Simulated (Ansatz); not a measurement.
## BSiNH7ClO2: molecular dynamics (part 4 of 4)

The same run, continued: BSiNH7ClO2; RKS PBE/def2-SVP (Ansatz 0.2.0). It belongs to a series of runs on one base structure; here: dynamics from the highest image of the converged band.

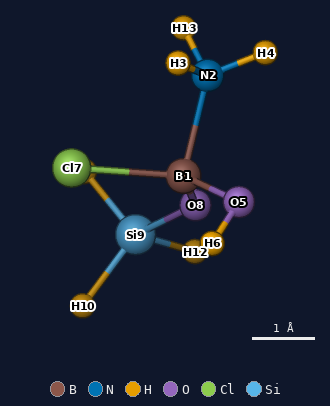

Figure 1. The geometry at step 166 of the log (ball-and-stick view, seen at an oblique angle; atoms are numbered from 1 in the order of the input).

Trajectory as extended XYZ, continued:
```
13
Properties=species:S:1:pos:R:3:forces:R:3 step=131 time_fs=65.5 energy=-26751.09940 temperature=348.5
B    -0.1312    0.2197    0.3666   -4.0411   2.0393   0.8836
N     0.3918   -0.1679    2.1002   -2.7878   2.6457  -0.0171
H     0.0931   -1.1250    2.1704    0.8770  -1.1870  -0.2331
H     1.2953    0.2350    1.9091    1.2033  -0.7599   0.5120
O     0.9657   -0.2388   -0.2336    1.9955  -0.9699  -1.3632
H     0.6919   -0.8182   -0.9635    0.2102  -0.0030  -0.2049
Cl   -1.7454   -0.8770    0.1321    0.5363  -0.2049   0.2403
O    -0.5853    1.5962    0.1373    0.9105  -0.8170   0.6351
Si   -2.0442    2.4482   -0.0695    1.4133  -1.4622  -0.2651
H    -2.6733    2.1831   -1.3835   -0.2495  -0.1977  -0.3696
H    -2.9141    2.0044    1.0132   -0.7508   0.1448   0.6506
H    -1.6972    3.8651   -0.1165    0.1216   0.8244   0.3022
H    -0.1147    0.3249    2.8770    0.5616  -0.0527  -0.7709
13
Properties=species:S:1:pos:R:3:forces:R:3 step=137 time_fs=68.5 energy=-26751.32268 temperature=505.0
B    -0.1441    0.2449    0.3628   -2.3907   0.9095   0.2688
N     0.3687   -0.1728    2.0855   -2.2782   1.6036  -0.1696
H     0.0974   -1.1883    2.0432    1.0583   0.8752   0.1314
H     1.3074    0.2248    1.9008    0.0213  -1.0287   0.7534
O     0.9953   -0.2486   -0.2404    0.3617  -0.2858  -0.7208
H     0.7147   -0.8335   -0.9708    0.2212   0.1793   0.0038
Cl   -1.7415   -0.8711    0.1444    0.4860  -0.2185   0.1573
O    -0.6082    1.6014    0.1394    1.6400  -1.1613   0.6470
Si   -2.0364    2.4376   -0.0703    0.3589  -0.3398  -0.1070
H    -2.6754    2.1561   -1.4024   -0.0831  -0.0643   0.0319
H    -2.9376    2.0562    1.0604   -0.3120   0.2311   0.0794
H    -1.6492    3.8897   -0.0835   -0.1322   0.0527   0.1676
H    -0.1779    0.3233    2.8659    1.0487  -0.7531  -1.2433
13
Properties=species:S:1:pos:R:3:forces:R:3 step=143 time_fs=71.5 energy=-26751.47388 temperature=611.3
B    -0.1758    0.2771    0.3613   -0.2645  -0.7441  -0.2841
N     0.3332   -0.1683    2.0678    1.2183  -0.3666  -3.6547
H     0.1845   -1.1938    1.9284    0.2134   0.7953   0.5988
H     1.3267    0.1327    1.9541   -0.5800  -0.4934   0.5920
O     1.0270   -0.2599   -0.2510   -1.0377   0.7268   0.3611
H     0.7549   -0.8365   -0.9817    0.0230   0.0128  -0.2252
Cl   -1.7364   -0.8657    0.1572    0.3585  -0.1870   0.0658
O    -0.6224    1.6005    0.1450    1.9351  -0.9290   0.6100
Si   -2.0276    2.4260   -0.0714   -0.8530   0.7656   0.2534
H    -2.6844    2.1236   -1.4188    0.1295   0.0673   0.4135
H    -2.9870    2.1270    1.1139    0.3060   0.2203  -0.6248
H    -1.6120    3.9197   -0.0365   -0.3273  -0.6573  -0.0288
H    -0.1724    0.2752    2.7771   -1.1214   0.7892   1.9231
13
Properties=species:S:1:pos:R:3:forces:R:3 step=149 time_fs=74.5 energy=-26751.42782 temperature=578.5
B    -0.2101    0.3034    0.3578    1.4079  -2.2955  -0.3735
N     0.3019   -0.1630    2.0315    0.0047   1.9432  -1.3211
H     0.2881   -1.1494    1.8599   -0.8756  -1.3066   0.4712
H     1.3092    0.0036    2.0572    0.3112   0.7147   0.2725
O     1.0534   -0.2675   -0.2600   -1.8329   1.0209   0.6261
H     0.7983   -0.8356   -1.0083   -0.0363   0.1500  -0.0499
Cl   -1.7304   -0.8608    0.1701    0.1501  -0.1862  -0.0325
O    -0.6263    1.5948    0.1539    1.7262  -0.0977   0.4607
Si   -2.0213    2.4165   -0.0718   -1.3234   1.1851   0.4771
H    -2.6838    2.0960   -1.4032    0.1315   0.0841   0.3108
H    -3.0135    2.2152    1.1182    0.4432  -0.0185  -0.6879
H    -1.6011    3.8991    0.0081   -0.2601  -0.5459  -0.2146
H    -0.2292    0.2648    2.8050    0.1534  -0.6476   0.0610
13
Properties=species:S:1:pos:R:3:forces:R:3 step=154 time_fs=77.0 energy=-26751.26680 temperature=466.0
B    -0.2307    0.3119    0.3527    2.2949  -3.0309  -0.2852
N     0.2773   -0.1517    1.9935    0.0969   0.8656   0.7798
H     0.3234   -1.1731    1.8360   -1.1904  -0.0658   0.4845
H     1.3032   -0.0649    2.1616   -0.3283   1.0699  -0.1139
O     1.0681   -0.2698   -0.2650   -2.1190   0.9783   0.5165
H     0.8322   -0.8257   -1.0347   -0.0426   0.2922   0.1517
Cl   -1.7251   -0.8570    0.1808   -0.0621  -0.2607  -0.1267
O    -0.6224    1.5895    0.1632    1.3240   0.6414   0.2967
Si   -2.0189    2.4113   -0.0710   -1.0119   0.8851   0.4501
H    -2.6753    2.0782   -1.3705   -0.0312   0.0055  -0.1099
H    -3.0086    2.2881    1.0787    0.1062  -0.2828  -0.2034
H    -1.6087    3.8478    0.0320   -0.0131   0.1606  -0.3125
H    -0.2798    0.2280    2.8497    0.9766  -1.2585  -1.5277
13
Properties=species:S:1:pos:R:3:forces:R:3 step=160 time_fs=80.0 energy=-26751.25662 temperature=458.6
B    -0.2387    0.3005    0.3444    2.6478  -2.6838  -0.3280
N     0.2495   -0.1346    1.9518    1.8901  -1.7739   0.7919
H     0.2765   -1.1993    1.8428   -0.7673   1.2760   0.1579
H     1.2664   -0.0661    2.2722   -0.9074   0.8708  -0.8817
O     1.0752   -0.2675   -0.2682   -2.1201   1.1012   0.7030
H     0.8686   -0.7934   -1.0582   -0.1421   0.1193  -0.1165
Cl   -1.7190   -0.8531    0.1934   -0.3183  -0.4316  -0.2461
O    -0.6113    1.5862    0.1758    0.8805   0.8767   0.1672
Si   -2.0188    2.4074   -0.0689   -0.1842   0.2921   0.0583
H    -2.6682    2.0567   -1.3418   -0.1815  -0.0811  -0.4980
H    -2.9987    2.3527    1.0205   -0.5222  -0.4958   0.6040
H    -1.6174    3.8033    0.0362    0.2573   0.9344  -0.3625
H    -0.2795    0.0982    2.8015   -0.5324  -0.0042  -0.0496
13
Properties=species:S:1:pos:R:3:forces:R:3 step=166 time_fs=83.0 energy=-26751.37047 temperature=538.3
B    -0.2259    0.2682    0.3334    2.1956  -1.1613  -0.3099
N     0.2318   -0.1263    1.9148    0.4970  -0.7838   0.9608
H     0.1680   -1.1420    1.8600    0.2439  -0.7508  -0.5398
H     1.1684    0.0068    2.3143    0.6424   0.5264  -0.7004
O     1.0709   -0.2595   -0.2679   -1.9183   0.8272   0.4326
H     0.8939   -0.7489   -1.0890   -0.1108   0.1562  -0.0688
Cl   -1.7136   -0.8503    0.2053   -0.5285  -0.6457  -0.3795
O    -0.5953    1.5874    0.1894    0.5513   0.4106   0.0661
Si   -2.0193    2.4046   -0.0666    0.1914   0.4548  -0.1196
H    -2.6744    2.0296   -1.3508   -0.0336  -0.0022  -0.2218
H    -3.0279    2.3762    1.0075   -0.3931  -0.4805   0.5414
H    -1.6073    3.8288    0.0093    0.0948   0.3922  -0.3695
H    -0.3237   -0.0341    2.7481   -1.4321   1.0569   0.7084
13
Properties=species:S:1:pos:R:3:forces:R:3 step=171 time_fs=85.5 energy=-26751.39596 temperature=556.6
B    -0.2018    0.2337    0.3225    1.2582   0.3681  -0.0128
N     0.2196   -0.1240    1.8889   -2.0539  -0.3565   2.8772
H     0.0889   -1.1271    1.8445    0.9532  -1.2096  -0.5228
H     1.1172    0.1032    2.3028    0.9829   0.1428  -0.2974
O     1.0594   -0.2493   -0.2659   -1.3759   0.3184  -0.1867
H     0.9076   -0.7017   -1.1189   -0.0301   0.2771   0.1691
Cl   -1.7101   -0.8491    0.2146   -0.6521  -0.8116  -0.5081
O    -0.5796    1.5902    0.2010    0.2766  -0.0203  -0.0671
Si   -2.0194    2.4033   -0.0649    0.1160   0.7225   0.0167
H    -2.6823    2.0066   -1.3735    0.1594   0.1156   0.2094
H    -3.0769    2.3645    1.0309    0.2324  -0.3517  -0.0655
H    -1.5923    3.8774   -0.0370   -0.1846  -0.4300  -0.2745
H    -0.4416   -0.0804    2.7381    0.3179   1.2351  -1.3373
13
Properties=species:S:1:pos:R:3:forces:R:3 step=177 time_fs=88.5 energy=-26751.44779 temperature=593.2
B    -0.1645    0.1956    0.3098   -0.4517   1.9075   0.7712
N     0.1949   -0.1243    1.8734   -1.0904  -1.4706   2.4670
H     0.0700   -1.1800    1.7905    1.3185   0.8646   0.1411
H     1.1139    0.2241    2.2603   -0.6778  -0.6572  -0.4736
O     1.0394   -0.2357   -0.2644    0.0071  -0.2452  -0.6974
H     0.9214   -0.6250   -1.1454   -0.0073   0.1482  -0.1175
Cl   -1.7073   -0.8496    0.2245   -0.7347  -0.9416  -0.6587
O    -0.5595    1.5934    0.2145   -0.0646  -0.2596  -0.2265
Si   -2.0192    2.4037   -0.0628    0.2550   0.4779   0.1051
H    -2.6795    1.9880   -1.3845    0.2141   0.1503   0.4045
H    -3.1164    2.3237    1.0529    0.6884  -0.1522  -0.4856
H    -1.5889    3.9025   -0.1128   -0.3318  -0.7793  -0.0639
H    -0.5609   -0.0417    2.6319    0.8753   0.9572  -1.1657
13
Properties=species:S:1:pos:R:3:forces:R:3 step=183 time_fs=91.5 energy=-26751.55087 temperature=665.3
B    -0.1312    0.1725    0.3033   -2.4721   2.8475   1.5332
N     0.1645   -0.1328    1.8715    1.4841  -1.0129  -0.4909
H     0.1564   -1.1764    1.7483    0.6000   0.6753   0.7602
H     1.0667    0.2955    2.1830   -0.5576  -0.5104   0.0439
O     1.0195   -0.2235   -0.2669    1.7738  -0.9790  -1.5107
H     0.9347   -0.5344   -1.1801    0.0107   0.1448  -0.1720
Cl   -1.7063   -0.8523    0.2329   -0.7637  -0.9360  -0.8086
O    -0.5398    1.5953    0.2268   -0.3224  -0.2554  -0.2695
Si   -2.0180    2.4054   -0.0604    0.7669  -0.3599   0.0573
H    -2.6600    1.9811   -1.3642    0.0403   0.0166   0.1189
H    -3.1009    2.2696    1.0376    0.5379   0.0116  -0.2890
H    -1.6121    3.8667   -0.1943   -0.1932  -0.2545   0.1238
H    -0.6259    0.0796    2.4424   -0.9046   0.6122   0.9034
13
Properties=species:S:1:pos:R:3:forces:R:3 step=189 time_fs=94.5 energy=-26751.37968 temperature=545.4
B    -0.1168    0.1714    0.3085   -3.2113   2.6956   1.4047
N     0.1397   -0.1462    1.8688   -0.8120   1.5583  -0.2318
H     0.2937   -1.1311    1.7672   -0.2714  -1.2244   0.8595
H     0.9851    0.3322    2.1115    0.9944   0.6501   0.7384
O     1.0088   -0.2164   -0.2775    2.4917  -1.3130  -2.0526
H     0.9485   -0.4306   -1.2261   -0.0190   0.2243   0.1727
Cl   -1.7072   -0.8573    0.2392   -0.8156  -0.8319  -0.9359
O    -0.5217    1.5960    0.2377   -0.5157  -0.0576  -0.1962
Si   -2.0145    2.4060   -0.0579    1.4675  -1.3341  -0.2351
H    -2.6375    1.9750   -1.3349   -0.1879  -0.1883  -0.3226
H    -3.0428    2.2157    1.0010   -0.1022   0.0641   0.4012
H    -1.6507    3.8124   -0.2660    0.0933   0.6901   0.1964
H    -0.7319    0.2425    2.3017    0.8881  -0.9331   0.2014
13
Properties=species:S:1:pos:R:3:forces:R:3 step=194 time_fs=97.0 energy=-26751.26854 temperature=467.2
B    -0.1236    0.1868    0.3213   -2.1049   1.5747   0.5486
N     0.1176   -0.1516    1.8652    0.5695   1.8349   0.0734
H     0.3926   -1.1496    1.8393   -1.0298   0.1510   0.7929
H     0.9631    0.3927    2.0935   -0.0749   0.1507   0.4667
O     1.0098   -0.2157   -0.2944    1.6865  -0.9267  -1.2783
H     0.9587   -0.3302   -1.2566   -0.0848   0.1720   0.0171
Cl   -1.7095   -0.8630    0.2428   -0.8913  -0.7147  -0.9990
O    -0.5087    1.5963    0.2460   -0.6792   0.2802  -0.1138
Si   -2.0082    2.4035   -0.0563    1.7129  -1.4591  -0.6432
H    -2.6293    1.9589   -1.3283   -0.1879  -0.2308  -0.3327
H    -2.9976    2.1747    0.9932   -0.4596   0.0775   0.7744
H    -1.6787    3.8057   -0.3129    0.1634   0.7787   0.2705
H    -0.7794    0.3276    2.2076    1.3800  -1.6883   0.4236
13
Properties=species:S:1:pos:R:3:forces:R:3 step=200 time_fs=100.0 energy=-26751.33970 temperature=517.3
B    -0.1461    0.2160    0.3398   -0.0621  -0.2075  -0.9103
N     0.0963   -0.1485    1.8612    4.1809   0.7280   0.0360
H     0.4288   -1.1551    1.9831   -1.4435   1.3036   0.1886
H     0.9278    0.4719    2.1070   -0.9213  -0.6155   0.1309
O     1.0186   -0.2192   -0.3206    0.0925  -0.2401  -0.2834
H     0.9643   -0.1960   -1.2910   -0.1120   0.1421   0.1053
Cl   -1.7143   -0.8714    0.2449   -0.9051  -0.5338  -0.9850
O    -0.4966    1.5982    0.2554   -0.8086   0.7871  -0.0705
Si   -1.9960    2.3967   -0.0563    1.0354  -0.8612  -0.7211
H    -2.6323    1.9230   -1.3427    0.0429  -0.0773   0.1073
H    -2.9744    2.1330    1.0389   -0.0798   0.2317   0.2888
H    -1.7009    3.8504   -0.3466    0.0429  -0.0986   0.4493
H    -0.7517    0.3104    2.1386   -1.0622  -0.5586   1.6640
```

This output came from the following input.

Input:
```yaml
crystal:
  periodic: [false, false, false]
  atoms:
    - { symbol: B, position_ang: [-0.140707, -0.021453, 0.442903] }
    - { symbol: "N", position_ang: [0.247883, 0.085427, 1.931902] }
    - { symbol: H, position_ang: [-0.335878, -0.454682, 2.578295] }
    - { symbol: H, position_ang: [1.238852, -0.117097, 2.108432] }
    - { symbol: O, position_ang: [0.936057, -0.290012, -0.39073] }
    - { symbol: H, position_ang: [0.659289, -0.409443, -1.314557] }
    - { symbol: Cl, position_ang: [-1.743302, -0.912766, 0.108943] }
    - { symbol: O, position_ang: [-0.529274, 1.633687, 0.455137] }
    - { symbol: Si, position_ang: [-1.972393, 2.406965, -0.035351] }
    - { symbol: H, position_ang: [-2.214255, 2.063203, -1.4732] }
    - { symbol: H, position_ang: [-3.142266, 2.015186, 0.820049] }
    - { symbol: H, position_ang: [-1.735526, 3.883245, 0.110761] }
    - { symbol: H, position_ang: [-0.180582, 1.379944, 1.508816] }
basis:
  gaussian: { orbitals: def2-SVP }
hamiltonian:
  xc: pbe
md:
  timestep: 0.5
  n_steps: 200
  ensemble: nve
  temperature: 300.0
  initial_velocities: maxwell_boltzmann
  seed: 11158
```

Launch command:
```bash
ansatz run input.yaml --threads 4 --pin off --max-ram 5120MiB --backend cpu --events-out ev --progress --plain --runs-dir out
```

Summary:

```tsv
quantity	value
outcome	finished
mean temperature over the second half	509 K
trajectory	200 steps, 100 fs
ensemble	nve
temperature in the input	300.0 K
time step	0.5 fs
potential energy (last step)	−26751.3397 eV
mean-field energy (last step)	−26751.3397 eV
largest force (length of the vector) (last step)	4.244 eV/Å
hardware	4 threads of Intel Xeon (Granite Rapids), 32 GiB of memory available, shared host
wall time	2.5 min (CPU time 9.4 min)
peak memory	0.19 GiB
```

Notes:

So short a trajectory is not equilibrated.
